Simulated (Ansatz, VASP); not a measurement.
# Cross-check of C between VASP and Ansatz, part 2 of 2

One calculation is typed for both programs; each brings its own data sets. How far apart do they land? The cell is taken from a series of VASP runs on this material, whose earlier steps may have relaxed, scaled or displaced it; both programs get it as it stands. Valence electrons are named where the data sets of a main pair hold unlike numbers.

VASP 6.6.1 and Ansatz 0.2.0.

So far: Starting point; Ansatz: band structure, PBE0; VASP: band structure, PBE0.

### Step 4. Differences

Known differences besides the potentials themselves: exact exchange at q = 0 is treated differently, which shows on coarse meshes; VASP keeps PBE cores, Ansatz makes them for the functional; the cutoff is 420 eV in Ansatz and 460 eV in VASP; VASP takes a coarser grid for exact exchange (PRECFOCK = Fast). Total energies have different zeros and are not compared.

Both answers:

| quantity | Ansatz | VASP | difference |
| --- | --- | --- | --- |
| gap over the path points (eV) | 6.042 | 6.037 | +0.005 |

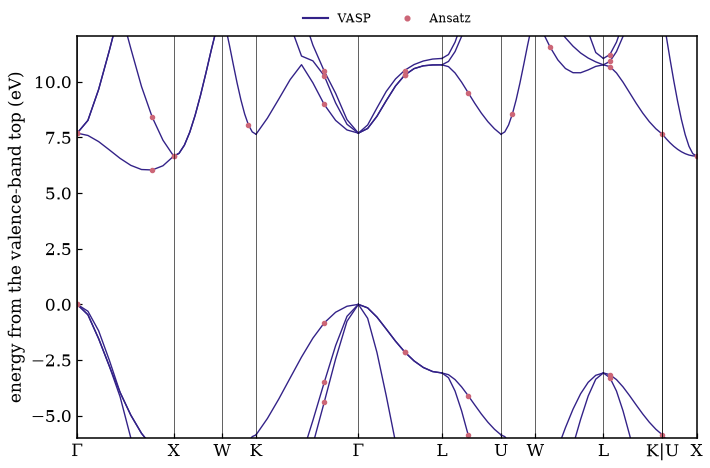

Bands from VASP (lines) and levels from Ansatz (dots). Dots without a line are higher empty bands that the VASP plot leaves out.

Levels at points of the path, from each program's valence-band top (eV; 3 filled, then empty):

| k (reciprocal lattice) | Ansatz | VASP |
| --- | --- | --- |
| 0.000 0.000 0.000 | 0.00 0.00 0.00 7.69 7.69 7.69 | 0.00 0.00 0.00 7.69 7.69 7.69 |
| 0.389 0.000 0.389 | -10.05 -6.40 -6.40 6.04 8.41 18.41 | -10.05 -6.39 -6.39 6.04 8.41 18.43 |
| 0.500 0.000 0.500 | -14.10 -6.88 -6.88 6.66 6.66 19.93 | -14.10 -6.88 -6.88 6.66 6.66 19.95 |
| 0.500 0.222 0.722 | -13.30 -8.98 -8.98 12.39 12.39 15.47 | -13.30 -8.98 -8.98 12.39 12.39 15.49 |
| 0.403 0.347 0.750 | -12.95 -10.07 -6.17 8.06 13.13 16.99 | -12.94 -10.07 -6.17 8.06 13.14 17.01 |
| 0.125 0.125 0.250 | -4.39 -3.50 -0.84 8.98 10.27 10.47 | -4.39 -3.50 -0.83 8.98 10.27 10.48 |
| 0.278 0.278 0.278 | -8.28 -2.14 -2.14 10.30 10.30 10.51 | -8.28 -2.14 -2.14 10.30 10.30 10.52 |
| 0.556 0.389 0.556 | -13.97 -5.87 -4.11 9.51 12.90 13.64 | -13.97 -5.87 -4.10 9.51 12.90 13.66 |
| 0.583 0.250 0.667 | -12.93 -10.01 -6.52 8.56 13.15 16.71 | -12.93 -10.00 -6.51 8.55 13.16 16.72 |
| 0.500 0.306 0.694 | -12.57 -9.34 -7.39 11.54 12.86 15.80 | -12.57 -9.33 -7.39 11.54 12.86 15.82 |

Among the levels compared at these points, filled levels agree within 6 meV and empty ones within 22 meV.

### Step 5. VASP: band structure, r2SCAN-EpsX with an exact-exchange share of 0.172

Levels along a path test the potential and the projectors away from the mesh points.

The run reads the wave functions of an earlier VASP run, which isn't shown here.

File INCAR:

```
SYSTEM = C
PREC = Accurate
ENCUT = 460
EDIFF = 1E-06
NELM = 100
ISMEAR = 0
SIGMA = 0.03
LREAL = .FALSE.
ALGO = Normal
LHFCALC = .TRUE.
AEXX = 0.172
METAGGA = R2SCAN
LASPH = .TRUE.
NBANDS = 10
PRECFOCK = Fast
HFRCUT = -1
LORBIT = 11
LWAVE = .FALSE.
LCHARG = .FALSE.
KPAR = 4
```

File POSCAR:

```
C
1.0
    0.0000000000      1.7858110000      1.7858110000
    1.7858110000      0.0000000000      1.7858110000
    1.7858110000      1.7858110000      0.0000000000
C
2
Direct
    0.0000000000      0.0000000000      0.0000000000
    0.2500000000      0.2500000000      0.2500000000
```

File KPOINTS:

```
Automatic mesh
0
Gamma
7 7 7
0 0 0
```

File KPOINTS_OPT:

```
Line mode
10
Line-mode
Reciprocal
  0.00000000   0.00000000   0.00000000 GAMMA
  0.50000000   0.00000000   0.50000000 X

  0.50000000   0.00000000   0.50000000 X
  0.50000000   0.25000000   0.75000000 W

  0.50000000   0.25000000   0.75000000 W
  0.37500000   0.37500000   0.75000000 K

  0.37500000   0.37500000   0.75000000 K
  0.00000000   0.00000000   0.00000000 GAMMA

  0.00000000   0.00000000   0.00000000 GAMMA
  0.50000000   0.50000000   0.50000000 L

  0.50000000   0.50000000   0.50000000 L
  0.62500000   0.25000000   0.62500000 U

  0.62500000   0.25000000   0.62500000 U
  0.50000000   0.25000000   0.75000000 W

  0.50000000   0.25000000   0.75000000 W
  0.50000000   0.50000000   0.50000000 L

  0.50000000   0.50000000   0.50000000 L
  0.37500000   0.37500000   0.75000000 K

  0.62500000   0.25000000   0.62500000 U
  0.50000000   0.00000000   0.50000000 X
```

The projector-augmented-wave data sets are C (PBE family, release 64).

Command:

```console
> mpirun -np 4 vasp_std
```

Numbers of over 12 decimals in the logs are rounded to 6 here.

Output:

```text
[banner, memory and clock lines left out]
running    4 mpi-ranks, on    1 nodes
[...]
|                                                                             |
|               ----> ADVICE to this user running VASP <----                  |
|                                                                             |
|     You enforced a specific xc type in the INCAR file but a different       |
|     [... a line on the potential file left out ...]
|     I HOPE YOU KNOW WHAT YOU ARE DOING!                                     |
|                                                                             |

 LDA part: xc-table for (None), standard interpolation
 found WAVECAR, reading the header
 POSCAR, INCAR and KPOINTS ok, starting setup
[...]
HFRCUT set to (new)   9.770437
 reading WAVECAR
 the WAVECAR file was read successfully
 initial charge from wavefunction
 entering main loop
       N       E                     dE             d eps       ncg     rms          rms(c)
[...]
DAV:   6    -0.220664688923E+02   -0.69869E-05   -0.28821E-06   424   0.187E-02    0.121E-01
DAV:   7    -0.220664724017E+02   -0.35093E-05   -0.10454E-06   262   0.114E-02    0.755E-02
DAV:   8    -0.220664741854E+02   -0.17837E-05   -0.42615E-07   212   0.736E-03    0.473E-02
DAV:   9    -0.220664751098E+02   -0.92437E-06   -0.15248E-07   214   0.438E-03
   1 F= -.22066475E+02 E0= -.22066475E+02  d E =-.272788E-29
 Start KPOINTS_OPT (optional k-point list driver)
k-point batch [1-20\100]
       N       E                     dE             ncg
DAV:   1     0.276928994593E+03   -0.59879E+04      424
DAV:   2    -0.113261492092E+03   -0.39019E+03      564
DAV:   3    -0.124430413607E+03   -0.11169E+02      458
DAV:   4    -0.124492983945E+03   -0.62570E-01      436
DAV:   5    -0.124493079873E+03   -0.95928E-04      442
DAV:   6    -0.124493079984E+03   -0.11058E-06      442
[...]
k-point batch [81-100\100]
       N       E                     dE             ncg
DAV:   1     0.117993201015E+03   -0.81459E+04      416
DAV:   2    -0.243618282984E+03   -0.36161E+03      530
DAV:   3    -0.251803872344E+03   -0.81856E+01      482
DAV:   4    -0.251851170814E+03   -0.47298E-01      514
DAV:   5    -0.251851222563E+03   -0.51749E-04      482
DAV:   6    -0.251851222619E+03   -0.55601E-07      462
```

Parts of OUTCAR (step 5):

```text
 POSITION                                       TOTAL-FORCE (eV/Angst)
 -----------------------------------------------------------------------------------
      0.00000      0.00000      0.00000         0.000000      0.000000      0.000000
      0.89291      0.89291      0.89291        -0.000000     -0.000000     -0.000000
 -----------------------------------------------------------------------------------
    total drift:                                0.000000     -0.000000      0.000000

  FREE ENERGIE OF THE ION-ELECTRON SYSTEM (eV)
  ---------------------------------------------------
  free  energy   TOTEN  =       -22.0664751098 eV

  energy  without entropy=      -22.0664751098  energy(sigma->0) =      -22.06647511

[... 2 parts as in an earlier step ...]

[... 1 further part left out ...]
[key lines of the parts left out:]
E-fermi :   9.2405
```

The PAW data sets were made with PBE, which is usual practice but a small mismatch for other functionals.

### Step 6. Ansatz: band structure, r2SCAN-EpsX with an exact-exchange share of 0.172

The same cell, functional, mesh and smearing now go to Ansatz, which takes its cutoff from its data sets.

The cell is taken from a series of VASP runs on this material, whose earlier steps may have relaxed, scaled or displaced it; both programs get it as it stands.

File input.yaml:

```yaml
crystal:
  lattice:
    - [0.0, 1.785811, 1.785811]
    - [1.785811, 0.0, 1.785811]
    - [1.785811, 1.785811, 0.0]
  atoms:
    - { symbol: C, position: [0.0, 0.0, 0.0] }
    - { symbol: C, position: [0.25, 0.25, 0.25] }
hamiltonian:
  xc: { exchange: r2scan, correlation: r2scan, exx: { coeff: 0.172 } }
  pseudopotentials: { kind: paw }
kpoints:
  mp_grid: { grid: [7, 7, 7] }
  band_path:
    path:
      - [0.0, 0.0, 0.0]
      - [0.38889, 0.0, 0.38889]
      - [0.5, 0.0, 0.5]
      - [0.5, 0.22222, 0.72222]
      - [0.40278, 0.34722, 0.75]
      - [0.125, 0.125, 0.25]
      - [0.27778, 0.27778, 0.27778]
      - [0.55556, 0.38889, 0.55556]
      - [0.58333, 0.25, 0.66667]
      - [0.5, 0.30556, 0.69444]
      - [0.48611, 0.48611, 0.52778]
      - [0.625, 0.25, 0.625]
      - [0.5, 0.0, 0.5]
    npoints: 1
scf:
  occupations: { method: gaussian, width: 0.03 }
  n_extra_bands: 7
output:
  forces: true
  stress: true
  eigenvalues: true
```

Command:

```console
> ansatz run input.yaml --threads 4 --pin off --max-ram 9216MiB --backend cpu --events-out ev --progress --plain --runs-dir out
```

Output:

```text
[...]
Crystal: 2 atoms, lattice volume = 11.390 Å³
Basis set: ecut = 500 eV, 283 PW (Γ), exchange–correlation on 80×80×80 points (64 copies of the dense FFT grid, shifted against one another)
Bands: 11, of which v1, the nominal top of the filled ones, is band 4 counted from 1 (3 counted from 0)
Symmetry: 48 space group operations
[...]
k-points: 20 of 343
[...]
P = ⅓ Tr σ = -9.7263 GPa (-97.263 kbar)
--- Band table (eV; the first three rows and the last of 20) ---
  k-point 0: bands = [-11.2024, 12.5718, 12.5718, 12.5718, 19.7791, 19.7791, 19.7791, 27.9237, ... 3 higher]
  k-point 1: bands = [-10.5902, 9.2615, 11.6827, 11.6827, 20.9539, 20.9539, 21.3904, 28.5394, ... 3 higher]
  k-point 2: bands = [-8.7807, 3.8881, 10.3322, 10.3322, 22.4923, 22.4923, 22.6386, 29.9418, ... 3 higher]
  k-point 19: bands = [-2.0611, -0.1700, 2.5763, 5.3224, 22.5060, 26.4907, 27.6637, 28.5363, ... 3 higher]
[key lines of the parts left out:]
Free energy (F): -502.982568 eV
Fermi energy:    15.423423 eV
```

Run time: 11 s. Hardware: 4 threads of Arm Neoverse V1, shared host; peak memory 0.52 GiB.

### Step 7. Side by side

What differs besides the data sets and the points named for the pairs above, as far as they apply: the cutoff is 500 eV in Ansatz and 460 eV in VASP. Total energies have different zeros and are not compared.

Compared:

| quantity | Ansatz | VASP | difference |
| --- | --- | --- | --- |
| gap over the path points (eV) | 5.584 | 5.560 | +0.024 |

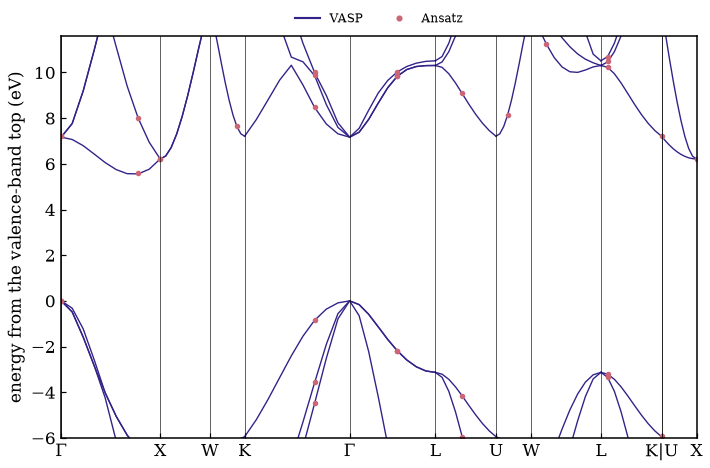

Bands from VASP (lines) and levels from Ansatz (dots). Dots without a line are higher empty bands that the VASP plot leaves out.

Levels at points of the path, from each program's valence-band top (eV; 3 filled, then empty):

| k (reciprocal lattice) | Ansatz | VASP |
| --- | --- | --- |
| 0.000 0.000 0.000 | 0.00 0.00 0.00 7.21 7.21 7.21 | 0.00 0.00 0.00 7.17 7.17 7.17 |
| 0.389 0.000 0.389 | -10.21 -6.47 -6.47 5.58 8.02 18.16 | -10.22 -6.48 -6.48 5.56 8.00 18.15 |
| 0.500 0.000 0.500 | -14.28 -6.96 -6.96 6.23 6.23 19.71 | -14.30 -6.97 -6.97 6.21 6.21 19.70 |
| 0.500 0.222 0.722 | -13.51 -9.04 -9.04 12.08 12.08 15.09 | -13.53 -9.05 -9.05 12.07 12.07 15.08 |
| 0.403 0.347 0.750 | -13.12 -10.12 -6.24 7.66 12.79 16.68 | -13.14 -10.14 -6.25 7.64 12.79 16.66 |
| 0.125 0.125 0.250 | -4.47 -3.57 -0.85 8.51 9.88 10.01 | -4.48 -3.58 -0.85 8.47 9.86 9.99 |
| 0.278 0.278 0.278 | -8.39 -2.18 -2.18 9.87 9.87 10.03 | -8.40 -2.18 -2.18 9.83 9.83 10.02 |
| 0.556 0.389 0.556 | -14.07 -5.95 -4.16 9.09 12.51 13.22 | -14.09 -5.96 -4.17 9.07 12.48 13.23 |
| 0.583 0.250 0.667 | -13.11 -10.05 -6.58 8.16 12.82 16.38 | -13.12 -10.07 -6.59 8.14 12.81 16.37 |
| 0.500 0.306 0.694 | -12.73 -9.41 -7.45 11.24 12.48 15.46 | -12.75 -9.43 -7.47 11.23 12.47 15.45 |

Among the levels compared at these points, filled levels agree within 17 meV and empty ones within 41 meV.

### Step 8. What came out

```json
{"largest difference of a filled level at the path points (band structure, PBE0)": "5.6 meV", "largest difference of a filled level at the path points (band structure, r2SCAN-EpsX with an exact-exchange share of 0.172)": "17 meV"}
```

In words: The largest difference of a filled level at the path points is 17 meV (band structure, r2SCAN-EpsX with an exact-exchange share of 0.172), within the 80 meV picked in this series as the mark of a large difference. Such differences can come from data sets, numerical settings and the points named under the comparisons, not from the functional's error against experiment.

[Lines on the potential files, build, host, timing and source positions are cut from VASP's logs without a mark.]

[Logs are printed without paths, hosts, clocks, repeated set-up lines and the standing remarks that a program may print on its own settings, such as how far it seeks lower states.]

[Hosts, paths, dates, database ids (printed as entryN), source tags and the programs' standing remarks are cut or masked in the printed files.]
